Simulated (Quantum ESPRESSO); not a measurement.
**CsNiCl3: parallel and opposed starts**

Aim: find out which collinear order of CsNiCl3 costs least.

Main program and level: Quantum ESPRESSO 7.5; LDA with U = 6 eV on Ni d (ortho-atomic projectors); plane waves with GBRV 1.5 LDA potentials, no spin-orbit coupling.

## 1. The structure

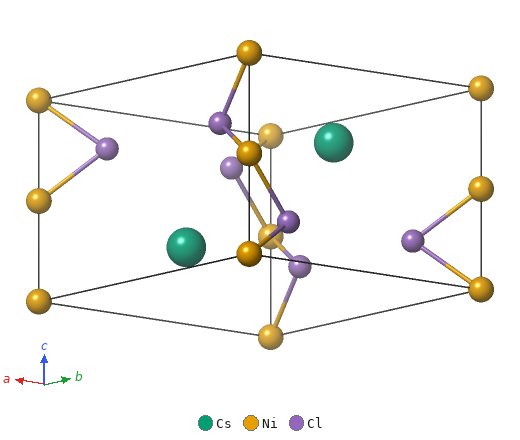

The cell as given, from a free direction (caesium teal, nickel orange, chlorine purple). Bonds to atoms that aren't drawn are left out. Some periodic images of atoms are drawn too.

The cell comes from the Crystallography Open Database.

## 2. Run 1 (ferro ++)

The signs are those of the starting moments on the seeded atoms, the atoms that are given a moment.

The input, pw.in:

```
&CONTROL
  calculation = 'scf'
  prefix = 'pwscf'
  outdir = './tmp'
  pseudo_dir = './pseudo'
  disk_io = 'nowf'
/
&SYSTEM
  ibrav = 0
  celldm(1) = 8
  nat = 10
  ntyp = 3
  ecutwfc = 40
  ecutrho = 280
  nbnd = 64
  occupations = 'smearing'
  smearing = 'fd'
  degauss = 0.00367493
  nspin = 2
  starting_magnetization(1) = 0
  starting_magnetization(2) = 0.1111
  starting_magnetization(3) = 0
/
&ELECTRONS
  conv_thr = 2d-08
  electron_maxstep = 150
  mixing_beta = 0.3
/
ATOMIC_SPECIES
Cs    132.9055 cs_lda_v1.uspp.F.UPF
Ni     58.6934 ni_lda_v1.4.uspp.F.UPF
Cl     35.4500 cl_lda_v1.4.uspp.F.UPF
CELL_PARAMETERS alat
   1.6815019272686    0.0000000000000    0.0000000000000
  -0.8407509636343    1.4562233855177    0.0000000000000
   0.0000000000000    0.0000000000000    1.3956808509189
ATOMIC_POSITIONS crystal
Cs      0.3333333333    0.6666666667    0.7500000000
Cs      0.6666666667    0.3333333333    0.2500000000
Ni      0.0000000000    0.0000000000    0.0000000000
Ni      0.0000000000    0.0000000000    0.5000000000
Cl      0.1543200000    0.3086400000    0.2500000000
Cl      0.8456800000    0.1543200000    0.7500000000
Cl      0.6913600000    0.8456800000    0.2500000000
Cl      0.8456800000    0.6913600000    0.7500000000
Cl      0.1543200000    0.8456800000    0.2500000000
Cl      0.3086400000    0.1543200000    0.7500000000
K_POINTS automatic
4 4 4 0 0 0
HUBBARD {ortho-atomic}
U Ni-3d 6.0000
```

Started as:

```
> OMP_NUM_THREADS=1 mpirun -n 4 pw.x -nk 4 -in pw.in > pw.out
```

What it wrote:

```text
Program PWSCF v.7.5 starts

     Message from routine setup:
     using ibrav=0 with symmetry is DISCOURAGED, use correct ibrav instead

     K-points division:     npool     =       4
     Subspace diagonalization in iterative solution of the eigenvalue problem:

     G-vector sticks info
     --------------------
     sticks:   dense  smooth     PW     G-vecs:    dense   smooth      PW
     Sum        3481    1993    559               138383    59757    8909

     Using Slab Decomposition

     bravais-lattice index     =            0
     lattice parameter (alat)  =       8.0000  a.u.
     unit-cell volume          =    1749.7720 (a.u.)^3
     number of atoms/cell      =           10
     number of atomic types    =            3
     number of electrons       =        96.00
     number of Kohn-Sham states=           64
     kinetic-energy cutoff     =      40.0000  Ry
     charge density cutoff     =     280.0000  Ry
     scf convergence threshold =      2.0E-08
     mixing beta               =       0.3000
     number of iterations used =            8  plain     mixing
     Exchange-correlation=  SLA  PZ   NOGX NOGC
                           (   1   1   0   0   0   0   0)
     Hubbard projectors: ortho-atomic
     Hubbard parameters of DFT+U (Dudarev formulation) in eV:
     U(Ni-3d) =  6.0000

     Internal variables: lda_plus_u =T, lda_plus_u_kind = 0

     Internal variables: orbital_resolved =F, hub_pot_fix =F, apply_U = F

     celldm(1)=   8.000000  celldm(2)=   0.000000  celldm(3)=   0.000000
     celldm(4)=   0.000000  celldm(5)=   0.000000  celldm(6)=   0.000000

     crystal axes: (cart. coord. in units of alat)
               a(1) = (   1.681502   0.000000   0.000000 )
               a(2) = (  -0.840751   1.456223   0.000000 )
               a(3) = (   0.000000   0.000000   1.395681 )

     reciprocal axes: (cart. coord. in units 2 pi/alat)
               b(1) = (  0.594706  0.343354 -0.000000 )
               b(2) = (  0.000000  0.686708  0.000000 )
               b(3) = (  0.000000 -0.000000  0.716496 )

     PseudoPot. # 1 for Cs read from file:
     cs_lda_v1.uspp.F.UPF
     Pseudo is Ultrasoft + core correction, Zval =  9.0
     Generated by new atomic code, or converted to UPF format
     Using radial grid of  905 points,  6 beta functions with:
                l(1) =   0
                l(2) =   0
                l(3) =   1
                l(4) =   1
                l(5) =   2
                l(6) =   2
     Q(r) pseudized with  6 coefficients,  rinner =    1.500   1.500   1.500
                                                       1.500   1.500

     PseudoPot. # 2 for Ni read from file:
     ni_lda_v1.4.uspp.F.UPF
     Pseudo is Ultrasoft + core correction, Zval = 18.0
     Generated by new atomic code, or converted to UPF format
     Using radial grid of  865 points,  6 beta functions with:
                l(1) =   0
                l(2) =   0
                l(3) =   1
                l(4) =   1
                l(5) =   2
                l(6) =   2
     Q(r) pseudized with 10 coefficients,  rinner =    0.980   0.980   0.980
                                                       0.980   0.980

     PseudoPot. # 3 for Cl read from file:
     cl_lda_v1.4.uspp.F.UPF
     Pseudo is Ultrasoft + core correction, Zval =  7.0
     Generated by new atomic code, or converted to UPF format
     Using radial grid of  909 points,  6 beta functions with:
                l(1) =   0
                l(2) =   0
                l(3) =   1
                l(4) =   1
                l(5) =   2
                l(6) =   2
     Q(r) pseudized with  8 coefficients,  rinner =    1.300   1.300   1.300
                                                       1.300   1.300

     atomic species   valence    mass     pseudopotential
     Cs                9.00   132.90550     Cs( 1.00)
     Ni               18.00    58.69340     Ni( 1.00)
     Cl                7.00    35.45000     Cl( 1.00)

     Starting magnetic structure
     atomic species   magnetization
     Cs              0.000
     Ni              0.111
     Cl              0.000

     24 Sym. Ops., with inversion, found (12 have fractional translation)

   Cartesian axes

     site n.     atom                  positions (alat units)
         1        Cs     tau(   1) = (  -0.0000000   0.9708156   1.0467606  )
         2        Cs     tau(   2) = (   0.8407510   0.4854078   0.3489202  )
         3        Ni     tau(   3) = (   0.0000000   0.0000000   0.0000000  )
         4        Ni     tau(   4) = (   0.0000000   0.0000000   0.6978404  )
         5        Cl     tau(   5) = (   0.0000000   0.4494488   0.3489202  )
         6        Cl     tau(   6) = (   1.2922679   0.2247244   1.0467606  )
         7        Cl     tau(   7) = (   0.4515169   1.2314990   0.3489202  )
         8        Cl     tau(   8) = (   0.8407510   1.0067746   1.0467606  )
         9        Cl     tau(   9) = (  -0.4515169   1.2314990   0.3489202  )
        10        Cl     tau(  10) = (   0.3892341   0.2247244   1.0467606  )

     number of k points=    12  Fermi-Dirac smearing, width (Ry)=  0.0037
                       cart. coord. in units 2pi/alat
        k(    1) = (   0.0000000   0.0000000   0.0000000), wk =   0.0156250
        k(    2) = (   0.0000000   0.0000000   0.1791240), wk =   0.0312500
        k(    3) = (   0.0000000   0.0000000  -0.3582481), wk =   0.0156250
        k(    4) = (   0.0000000   0.1716770   0.0000000), wk =   0.0937500
        k(    5) = (   0.0000000   0.1716770   0.1791240), wk =   0.1875000
        [... 7 further k-points ...]

     Dense  grid:   138383 G-vectors     FFT dimensions: (  72,  72,  60)

     Smooth grid:    59757 G-vectors     FFT dimensions: (  60,  60,  48)

     Check: negative core charge=   -0.000003
     Generating pointlists ...
     new r_m :   0.3471 (alat units)  2.7770 (a.u.) for type    1
     new r_m :   0.2347 (alat units)  1.8777 (a.u.) for type    2
     new r_m :   0.2347 (alat units)  1.8777 (a.u.) for type    3

     Initial potential from superposition of free atoms

     starting charge      91.9363, renormalised to      96.0000

     negative rho (up, down):  4.535E-02 4.535E-02

     STARTING HUBBARD OCCUPATIONS:

     =================== HUBBARD OCCUPATIONS ===================
     ------------------------ ATOM    3 ------------------------
     Tr[ns(  3)] (up, down, total) =   5.00000  3.00000  8.00000
     Atomic magnetic moment for atom   3 =   2.00000
     [... lines left out ...]
     ------------------------ ATOM    4 ------------------------
     Tr[ns(  4)] (up, down, total) =   5.00000  3.00000  8.00000
     Atomic magnetic moment for atom   4 =   2.00000
     [... lines left out ...]
     Number of occupied Hubbard levels =   16.0000

     Atomic wfc used for Hubbard projectors are orthogonalized

     Starting wfcs are   76 randomized atomic wfcs

     Self-consistent Calculation

     iteration #  1     ecut=    40.00 Ry     beta= 0.30
     Davidson diagonalization with overlap
     ethr =  1.00E-02,  avg # of iterations =  5.0

     =================== HUBBARD OCCUPATIONS ===================
     ------------------------ ATOM    3 ------------------------
     Tr[ns(  3)] (up, down, total) =   4.76842  2.77610  7.54453
     Atomic magnetic moment for atom   3 =   1.99232
     [... lines left out ...]
     ------------------------ ATOM    4 ------------------------
     Tr[ns(  4)] (up, down, total) =   4.76842  2.77610  7.54453
     Atomic magnetic moment for atom   4 =   1.99232
     [... lines left out ...]
     Number of occupied Hubbard levels =   15.0891

     negative rho (up, down):  4.446E-02 4.415E-02

     total energy              =   -1011.13050840 Ry
     estimated scf accuracy    <       8.17678821 Ry

     total magnetization       =     4.01 Bohr mag/cell
     absolute magnetization    =     4.66 Bohr mag/cell

     iteration #  2     ecut=    40.00 Ry     beta= 0.30
     Davidson diagonalization with overlap
     ethr =  8.52E-03,  avg # of iterations =  2.6

     negative rho (up, down):  4.379E-02 4.313E-02

     total energy              =   -1012.42257310 Ry
     estimated scf accuracy    <       2.25499666 Ry

     total magnetization       =     4.00 Bohr mag/cell
     absolute magnetization    =     4.04 Bohr mag/cell

     iteration #  3     ecut=    40.00 Ry     beta= 0.30
     Davidson diagonalization with overlap
     ethr =  2.35E-03,  avg # of iterations =  2.0

     negative rho (up, down):  4.325E-02 4.245E-02

     total energy              =   -1012.80024635 Ry
     estimated scf accuracy    <       0.28769404 Ry

     total magnetization       =     4.00 Bohr mag/cell
     absolute magnetization    =     4.13 Bohr mag/cell

     [... further iterations left out ...]

     iteration # 12     ecut=    40.00 Ry     beta= 0.30
     Davidson diagonalization with overlap
     ethr =  1.61E-09,  avg # of iterations =  5.8

     negative rho (up, down):  4.234E-02 4.123E-02

     total energy              =   -1012.83665439 Ry
     estimated scf accuracy    <       0.00000290 Ry

     total magnetization       =     4.00 Bohr mag/cell
     absolute magnetization    =     4.10 Bohr mag/cell

     iteration # 13     ecut=    40.00 Ry     beta= 0.30
     Davidson diagonalization with overlap
     ethr =  1.61E-09,  avg # of iterations =  2.2

     negative rho (up, down):  4.234E-02 4.123E-02

     total energy              =   -1012.83665489 Ry
     estimated scf accuracy    <       0.00000011 Ry

     total magnetization       =     4.00 Bohr mag/cell
     absolute magnetization    =     4.10 Bohr mag/cell

     iteration # 14     ecut=    40.00 Ry     beta= 0.30
     Davidson diagonalization with overlap
     ethr =  1.17E-10,  avg # of iterations =  3.0

     negative rho (up, down):  4.234E-02 4.123E-02

     total energy              =   -1012.83665501 Ry
     estimated scf accuracy    <       0.00000003 Ry

     total magnetization       =     4.00 Bohr mag/cell
     absolute magnetization    =     4.10 Bohr mag/cell

     iteration # 15     ecut=    40.00 Ry     beta= 0.30
     Davidson diagonalization with overlap
     ethr =  2.70E-11,  avg # of iterations =  2.6

     negative rho (up, down):  4.234E-02 4.123E-02

     Magnetic moment per site  (integrated on atomic sphere of radius R)
     atom   1 (R=0.347)  charge=  7.3876  magn=  0.0042
     atom   2 (R=0.347)  charge=  7.3876  magn=  0.0042
     atom   3 (R=0.235)  charge= 16.2347  magn=  1.6271
     atom   4 (R=0.235)  charge= 16.2347  magn=  1.6271
     atom   5 (R=0.235)  charge=  5.2437  magn=  0.0931
     atom   6 (R=0.235)  charge=  5.2437  magn=  0.0931
     atom   7 (R=0.235)  charge=  5.2437  magn=  0.0931
     atom   8 (R=0.235)  charge=  5.2437  magn=  0.0931
     atom   9 (R=0.235)  charge=  5.2437  magn=  0.0931
     atom  10 (R=0.235)  charge=  5.2437  magn=  0.0931

     End of self-consistent calculation

     =================== HUBBARD OCCUPATIONS ===================
     ------------------------ ATOM    3 ------------------------
     Tr[ns(  3)] (up, down, total) =   4.97123  3.35064  8.32187
     Atomic magnetic moment for atom   3 =   1.62059
     [... lines left out ...]
     ------------------------ ATOM    4 ------------------------
     Tr[ns(  4)] (up, down, total) =   4.97123  3.35064  8.32187
     Atomic magnetic moment for atom   4 =   1.62059
     [... lines left out ...]
     Number of occupied Hubbard levels =   16.6437

     [... lines left out ...]
     the Fermi energy is     4.8872 ev

!    total energy              =   -1012.83665503 Ry
     estimated scf accuracy    <          2.8E-09 Ry
     smearing contrib. (-TS)   =      -0.00000000 Ry
     internal energy E=F+TS    =   -1012.83665503 Ry

     The total energy is F=E-TS. E is the sum of the following terms:
     one-electron contribution =    -902.99903339 Ry
     hartree contribution      =     484.64652924 Ry
     xc contribution           =    -186.88205272 Ry
     ewald contribution        =    -407.76708713 Ry
     Hubbard energy            =       0.16498897 Ry

     total magnetization       =     4.00 Bohr mag/cell
     absolute magnetization    =     4.10 Bohr mag/cell

     convergence has been achieved in  15 iterations

=------------------------------------------------------------------------------=
   JOB DONE.
=------------------------------------------------------------------------------=
```

It took 1.7 min on 4 MPI ranks of Intel Xeon Platinum 8488C (Sapphire Rapids), shared host; peak memory 1.3 GiB.

Spin moment in the atom's sphere by atom:

```tsv
atom	spin moment in the atom's sphere (μB)
Cs1	0.00
Cs2	0.00
Ni3	1.63
Ni4	1.63
Cl5	0.09
Cl6	0.09
Cl7	0.09
Cl8	0.09
Cl9	0.09
Cl10	0.09
```

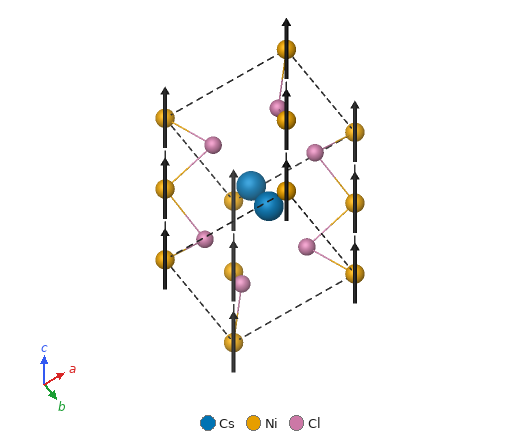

Spin moment in the atom's sphere as arrows, the longest 1.63 μB. Up and down stand for the sign. Arrows give size and sign along the axis of quantisation, drawn up and down the page. Bonds to atoms that aren't drawn are left out. Some periodic images of atoms are drawn too.

Numbers from this step:

```
smearing term TS       : 1.40e-11 eV
magnetization          : 4 μB
absolute magnetization : 4.099 μB
final state            : ferromagnetic
```

(Continued in part 2 of 2.)

[Logs and program files are shortened in this print: banners, set-up blocks, solver, clock and traceback lines can be left out without a mark of their own.]

[Logs are printed without paths, hosts, clocks, repeated set-up lines and the standing remarks that a program may print on its own settings, such as how far it seeks lower states.]

[Hosts, paths, dates, database ids (printed as entryN), source tags and the programs' standing remarks are cut or masked in the printed files.]

[Where a cell is said to come from a database of computed structures, the database is the Materials Project.]
